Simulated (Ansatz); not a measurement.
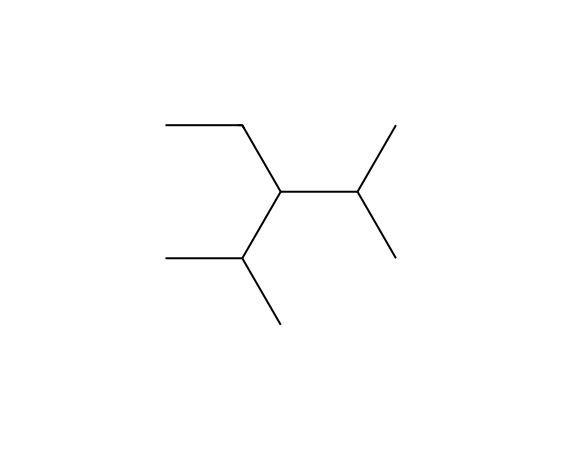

Simulated data, not a measurement (program: Ansatz).

Question: Give its SMILES.

Answer: CCC(C(C)C)C(C)C

Question: What is the molecular formula?

Answer: C9H20.
